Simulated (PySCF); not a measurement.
## Geometry relaxation, with input and output: AlClF2 (part 1 of 2)

The run: geometry relaxation of AlClF2, SMILES [F][Al]([F])[Cl]. Method and program: CAM-B3LYP/cc-pVDZ, RKS (PySCF 2.14.0).

The geometry comes from this level: PBE0-D4/def2-TZVP. Figures and captions count atoms from 1; the log counts them from 0 in places.

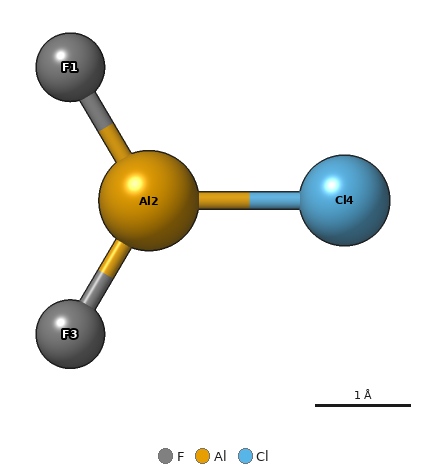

Figure 1. The structure as given in the input (ball-and-stick view, seen on its broad side; atoms are numbered from 1 in the order of the input). Sticks mark near contacts.

The input (job.py)
```python
# [F][Al]([F])[Cl]
from pyscf import gto, dft
from pyscf.geomopt.geometric_solver import kernel as optimise

mol = gto.Mole()
mol.atom = '''
F    0.997200   0.721760   1.149640
Al   0.069280  -0.050750   0.053570
F    0.273490  -1.653820  -0.164660
Cl  -1.339980   0.982810  -1.038560
'''
mol.charge = 0
mol.verbose = 3
mol.basis = 'cc-pvdz'
mol.max_memory = 1860
mol.build()

ks = dft.RKS(mol, xc='cam-b3lyp')
ks.grids.level = 5
ks.conv_tol = 1e-10
converged, mol_eq = optimise(ks, maxsteps=60, convergence_set='GAU_TIGHT')
print('converged:', converged)
print(mol_eq.tostring())

ks.reset(mol_eq)
mol = mol_eq
ks.kernel()
if not ks.converged:
    ks = ks.newton().run(ks.mo_coeff, ks.mo_occ)
e_final = ks.e_tot
print(f'total energy: {e_final:.8f} hartree')
```

Run on 1 thread of Arm Neoverse V1, 24 GiB of memory available, shared host.

Command:
```bash
OMP_NUM_THREADS=1 python job.py
```

What the program printed
```
#|     Arguments passed to driver run_optimizer():      |#
convergence_set           GAU_TIGHT
customengine              <pyscf.geomopt.geometric_solver.PySCFEngine object>
maxiter                   60
----------------------------------------------------------
Custom engine selected.
Bonds will be generated from interatomic distances less than 1.20 times sum of covalent radii
12 internal coordinates being used (instead of 12 Cartesians)
Internal coordinate system (atoms numbered from 1):
Distance 1-2
Distance 2-3
Distance 2-4
Angle 1-2-4
Angle 3-2-4
Out-of-Plane 2-1-3-4
Translation-X 1-4
Translation-Y 1-4
Translation-Z 1-4
Rotation-A 1-4
Rotation-B 1-4
Rotation-C 1-4
<class 'geometric.internal.Distance'> : 3
<class 'geometric.internal.Angle'> : 2
<class 'geometric.internal.OutOfPlane'> : 1
<class 'geometric.internal.TranslationX'> : 1
<class 'geometric.internal.TranslationY'> : 1
<class 'geometric.internal.TranslationZ'> : 1
<class 'geometric.internal.RotationA'> : 1
<class 'geometric.internal.RotationB'> : 1
<class 'geometric.internal.RotationC'> : 1
> ===== Optimization Info: ====
> Job type: Energy minimization
> Maximum number of optimization cycles: 60
> Initial / maximum trust radius (Angstrom): 0.100 / 0.300
> Convergence Criteria:
> Will converge when all 5 criteria are reached:
>  |Delta-E| < 1.00e-06
>  RMS-Grad  < 1.00e-05
>  Max-Grad  < 1.50e-05
>  RMS-Disp  < 4.00e-05
>  Max-Disp  < 6.00e-05
> === End Optimization Info ===

Geometry optimization cycle 1
Cartesian coordinates (Angstrom)
 Atom        New coordinates             dX        dY        dZ
   F   0.997200   0.721760   1.149640    0.000000  0.000000  0.000000
  Al   0.069280  -0.050750   0.053570    0.000000  0.000000  0.000000
   F   0.273490  -1.653820  -0.164660   -0.000000  0.000000  0.000000
  Cl  -1.339980   0.982810  -1.038560    0.000000  0.000000  0.000000

WARN: Mole.unit (angstrom) is changed to Bohr

converged SCF energy = -902.500784418029
--------------- RKS_Scanner gradients ---------------
         x                y                z
0 F    -0.0145057351    -0.0121176565    -0.0171366268
1 Al     0.0110194485    -0.0080800313     0.0085294829
2 F    -0.0031730051     0.0250567945     0.0034303937
3 Cl     0.0066593073    -0.0048828441     0.0051718479
----------------------------------------------
cycle 1: E = -902.500784418  dE = -902.501  norm(grad) = 0.0406817
Step    0 : Gradient = 2.034e-02/2.551e-02 (rms/max) Energy = -902.5007844180
Hessian Eigenvalues: 4.50000e-02 5.00000e-02 5.00000e-02 ... 2.84618e-01 4.57122e-01 4.57131e-01

Geometry optimization cycle 2
Cartesian coordinates (Angstrom)
 Atom        New coordinates             dX        dY        dZ
   F   1.011881   0.738070   1.167870    0.014681  0.016310  0.018230
  Al   0.067229  -0.049168   0.052412   -0.002051  0.001582 -0.001158
   F   0.275051  -1.681192  -0.170285    0.001561 -0.027372 -0.005625
  Cl  -1.354173   0.993295  -1.049800   -0.014193  0.010485 -0.011240
converged SCF energy = -902.502659061725
--------------- RKS_Scanner gradients ---------------
         x                y                z
0 F    -0.0028233859    -0.0023146716    -0.0033348366
1 Al     0.0019135197    -0.0014288958     0.0015085431
2 F    -0.0006399484     0.0048490360     0.0006222172
3 Cl     0.0015500711    -0.0011307850     0.0011984753
----------------------------------------------
cycle 2: E = -902.502659062  dE = -0.00187464  norm(grad) = 0.00786492
Step    1 : Displace = 2.260e-02/2.832e-02 (rms/max) Trust = 1.000e-01 (=) Grad = 3.932e-03/4.945e-03 (rms/max) E (change) = -902.5026590617 (-1.875e-03) Quality = 1.179
Hessian Eigenvalues: 4.50006e-02 4.99992e-02 5.00000e-02 ... 2.70906e-01 3.85404e-01 4.57126e-01

Geometry optimization cycle 3
Cartesian coordinates (Angstrom)
 Atom        New coordinates             dX        dY        dZ
   F   1.015515   0.741532   1.172600    0.003634  0.003462  0.004730
  Al   0.067042  -0.048205   0.051518   -0.000188  0.000963 -0.000894
   F   0.275977  -1.687430  -0.170526    0.000926 -0.006239 -0.000241
  Cl  -1.358558   0.996445  -1.053099   -0.004385  0.003150 -0.003300
converged SCF energy = -902.502742542065
--------------- RKS_Scanner gradients ---------------
         x                y                z
0 F    -0.0002280452    -0.0002055399    -0.0002417506
1 Al     0.0001519042    -0.0000808751     0.0000409477
2 F    -0.0000542850     0.0003692963     0.0000680907
3 Cl     0.0001307280    -0.0001081058     0.0001272521
----------------------------------------------
cycle 3: E = -902.502742542  dE = -8.34803e-05  norm(grad) = 0.000610672
Step    2 : Displace = 5.668e-03/6.677e-03 (rms/max) Trust = 1.414e-01 (+) Grad = 3.053e-04/3.908e-04 (rms/max) E (change) = -902.5027425421 (-8.348e-05) Quality = 1.072
Hessian Eigenvalues: 4.50574e-02 4.99800e-02 5.00000e-02 ... 2.60779e-01 3.68013e-01 4.57126e-01

Geometry optimization cycle 4
Cartesian coordinates (Angstrom)
 Atom        New coordinates             dX        dY        dZ
   F   1.016082   0.742579   1.172660    0.000567  0.001047  0.000060
  Al   0.066093  -0.048196   0.052671   -0.000948  0.000009  0.001153
   F   0.276377  -1.687683  -0.170824    0.000400 -0.000253 -0.000298
  Cl  -1.358591   0.996826  -1.053758   -0.000033  0.000381 -0.000658
converged SCF energy = -902.502742984686
--------------- RKS_Scanner gradients ---------------
         x                y                z
0 F     0.0000333867     0.0000017293    -0.0000263007
1 Al    -0.0000973354    -0.0000209602     0.0000720286
2 F     0.0000303157    -0.0000030430    -0.0000382042
3 Cl     0.0000333964    -0.0000020501    -0.0000128835
----------------------------------------------
cycle 4: E = -902.502742985  dE = -4.4262e-07  norm(grad) = 0.000143473
Step    3 : Displace = 9.992e-04/1.466e-03 (rms/max) Trust = 2.000e-01 (+) Grad = 7.174e-05/1.229e-04 (rms/max) E (change) = -902.5027429847 (-4.426e-07) Quality = 0.648
Hessian Eigenvalues: 4.80105e-02 4.99999e-02 5.00000e-02 ... 2.50528e-01 3.51948e-01 4.57126e-01

Geometry optimization cycle 5
Cartesian coordinates (Angstrom)
 Atom        New coordinates             dX        dY        dZ
   F   1.015693   0.743078   1.173209   -0.000389  0.000499  0.000549
  Al   0.067230  -0.047610   0.051610    0.001137  0.000586 -0.001061
   F   0.276053  -1.687689  -0.170193   -0.000324 -0.000006  0.000631
  Cl  -1.359011   0.996895  -1.053624   -0.000420  0.000068  0.000133
converged SCF energy = -902.502743013007
--------------- RKS_Scanner gradients ---------------
         x                y                z
0 F     0.0000456108     0.0000420801     0.0000968023
1 Al     0.0000125836     0.0000378753    -0.0000926124
2 F    -0.0000080319    -0.0001236305    -0.0000041968
3 Cl    -0.0000495377     0.0000184272    -0.0000054898
----------------------------------------------
cycle 5: E = -902.502743013  dE = -2.8321e-08  norm(grad) = 0.000203917
Step    4 : Displace = 9.550e-04/1.631e-03 (rms/max) Trust = 2.000e-01 (=) Grad = 1.020e-04/1.240e-04 (rms/max) E (change) = -902.5027430130 (-2.832e-08) Quality = 0.109
Hessian Eigenvalues: 4.53644e-02 4.99999e-02 5.00000e-02 ... 2.50765e-01 3.59001e-01 4.57126e-01

Geometry optimization cycle 6
Cartesian coordinates (Angstrom)
 Atom        New coordinates             dX        dY        dZ
   F   1.015716   0.743189   1.172949    0.000023  0.000111 -0.000260
  Al   0.066798  -0.047581   0.052061   -0.000432  0.000028  0.000451
   F   0.276258  -1.687340  -0.170161    0.000205  0.000349  0.000032
  Cl  -1.358819   0.996906  -1.053738    0.000192  0.000011 -0.000114
converged SCF energy = -902.50274313372
--------------- RKS_Scanner gradients ---------------
         x                y                z
0 F     0.0000010103    -0.0000097000     0.0000025536
1 Al     0.0000006583    -0.0000047620    -0.0000082028
2 F    -0.0000010818    -0.0000075264    -0.0000056600
3 Cl    -0.0000002117    -0.0000029337     0.0000058936
----------------------------------------------
cycle 6: E = -902.502743134  dE = -1.20714e-07  norm(grad) = 1.80351e-05
Step    5 : Displace = 3.832e-04/6.090e-04 (rms/max) Trust = 4.775e-04 (-) Grad = 9.018e-06/1.008e-05 (rms/max) E (change) = -902.5027431337 (-1.207e-07) Quality = 1.071
Hessian Eigenvalues: 4.18231e-02 4.99998e-02 5.00000e-02 ... 2.50622e-01 3.61537e-01 4.57125e-01

Geometry optimization cycle 7
Cartesian coordinates (Angstrom)
 Atom        New coordinates             dX        dY        dZ
   F   1.015630   0.743722   1.172948   -0.000086  0.000533 -0.000001
  Al   0.066745  -0.047264   0.052198   -0.000053  0.000318  0.000136
   F   0.276373  -1.687013  -0.169871    0.000115  0.000327  0.000290
  Cl  -1.358814   0.997005  -1.053887    0.000005  0.000099 -0.000149
converged SCF energy = -902.502743137771
--------------- RKS_Scanner gradients ---------------
         x                y                z
0 F     0.0000005084    -0.0000116243    -0.0000032450
1 Al    -0.0000016904    -0.0000090761     0.0000017284
2 F     0.0000004430    -0.0000017567    -0.0000074078
3 Cl     0.0000011895    -0.0000024247     0.0000035479
----------------------------------------------
cycle 7: E = -902.502743138  dE = -4.05055e-09  norm(grad) = 1.76684e-05
Step    6 : Displace = 4.445e-05/7.610e-05 (rms/max) Trust = 6.753e-04 (+) Grad = 8.834e-06/1.208e-05 (rms/max) E (change) = -902.5027431378 (-4.051e-09) Quality = 0.322
Hessian Eigenvalues: 1.77401e-03 4.99999e-02 5.00000e-02 ... 2.60371e-01 4.05326e-01 4.57135e-01

Geometry optimization cycle 8
Cartesian coordinates (Angstrom)
 Atom        New coordinates             dX        dY        dZ
   F   1.013463   0.755802   1.173194   -0.002167  0.012080  0.000246
  Al   0.066141  -0.039883   0.054619   -0.000604  0.007381  0.002422
   F   0.278759  -1.679730  -0.163075    0.002386  0.007284  0.006796
  Cl  -1.358892   0.999228  -1.057067   -0.000078  0.002223 -0.003180
converged SCF energy = -902.502743099612
--------------- RKS_Scanner gradients ---------------
         x                y                z
0 F    -0.0000107049    -0.0000409990    -0.0000736219
1 Al    -0.0000106104    -0.0000557888     0.0001212497
2 F     0.0000140958     0.0000678055    -0.0000258912
3 Cl     0.0000098173     0.0000046878    -0.0000263699
----------------------------------------------
cycle 8: E = -902.5027431  dE = 3.81588e-08  norm(grad) = 0.000177264
Step    7 : Displace = 4.763e-04/8.053e-04 (rms/max) Trust = 6.753e-04 (=) Grad = 8.863e-05/1.339e-04 (rms/max) E (change) = -902.5027430996 (+3.816e-08) Quality = -0.143
Poor-quality step dominated by net translation/rotation detected; will project out net forces and torques past this point.
Hessian Eigenvalues: 5.36745e-04 5.00000e-02 5.00000e-02 ... 2.76264e-01 4.57129e-01 5.09473e-01

Geometry optimization cycle 9
Cartesian coordinates (Angstrom)
 Atom        New coordinates             dX        dY        dZ
   F   1.010486   0.771220   1.173678   -0.002977  0.015418  0.000484
  Al   0.065756  -0.030374   0.057220   -0.000385  0.009509  0.002600
   F   0.281631  -1.670554  -0.154271    0.002872  0.009176  0.008804
  Cl  -1.359112   1.002024  -1.060982   -0.000220  0.002795 -0.003915
converged SCF energy = -902.502743068789
--------------- RKS_Scanner gradients ---------------
         x                y                z
0 F    -0.0000147883    -0.0000564738    -0.0001083236
1 Al    -0.0000071370    -0.0000785978     0.0001851977
2 F     0.0000183018     0.0001030876    -0.0000359101
3 Cl     0.0000093052     0.0000086314    -0.0000448037
----------------------------------------------
cycle 9: E = -902.502743069  dE = 3.08228e-08  norm(grad) = 0.000264743
Step    8 : Displace = 2.378e-04/3.872e-04 (rms/max) Trust = 2.381e-04 (-) Grad = 1.325e-04/2.010e-04 (rms/max) E (change) = -902.5027430688 (+3.082e-08) Quality = -0.079
Hessian Eigenvalues: 1.57696e-03 5.00000e-02 5.00000e-02 ... 2.65002e-01 4.33811e-01 4.57142e-01
```
